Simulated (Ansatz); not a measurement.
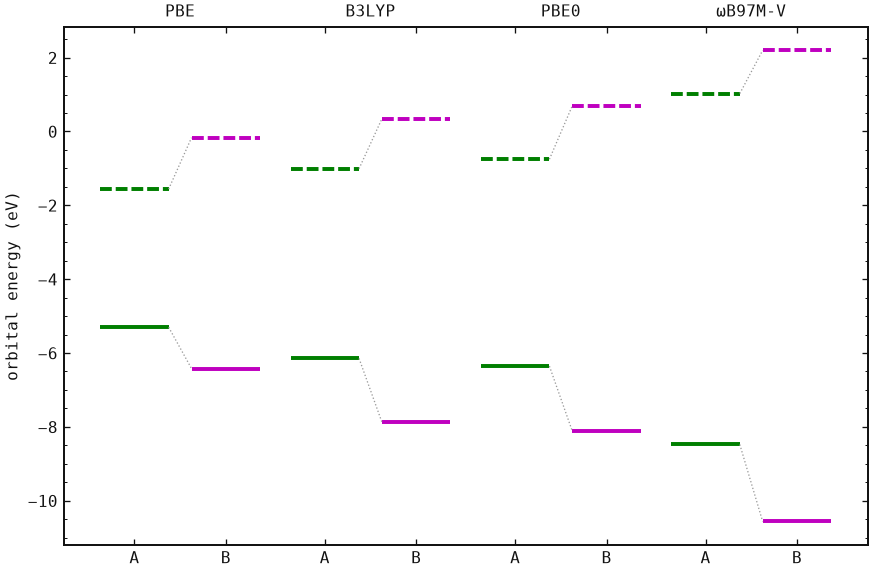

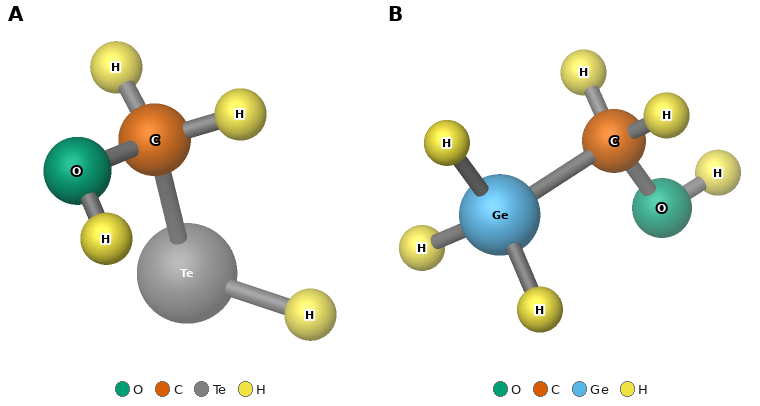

One change: A, CH₄OTe (SMILES OC[TeH]), becomes B, CH₆GeO (SMILES O[CH2][GeH3]). TeH on C is replaced by GeH₃. HOMO (solid) and LUMO (dashed) computed in def2-TZVPP at PBE0-D4/def2-TZVP geometries, both minima by their frequencies, gas phase, the Ansatz code. Empty levels above zero depend strongly on the basis.

What does the change do to HOMO and LUMO?

Answer. PBE: the HOMO falls by 1.12 eV, the LUMO rises by 1.39 eV, and the separation goes from 3.74 to 6.25 eV. B3LYP: the HOMO falls by 1.73 eV, the LUMO rises by 1.35 eV, and the separation goes from 5.14 to 8.22 eV. PBE0: the HOMO falls by 1.76 eV, the LUMO rises by 1.44 eV, and the separation goes from 5.60 to 8.81 eV. ωB97M-V: the HOMO falls by 2.08 eV, the LUMO rises by 1.17 eV, and the separation goes from 9.51 to 12.76 eV.

Do the functionals agree on the effect?

Answer. They agree on the direction for both levels; the HOMO shift lies between −2.08 and −1.12 eV and the LUMO shift between 1.17 and 1.44 eV, while the separations themselves differ by up to 6.5 eV between functionals.

Known limits of this run: core potentials past krypton; spin-orbit coupling is left out, and with Te it can shift these values.
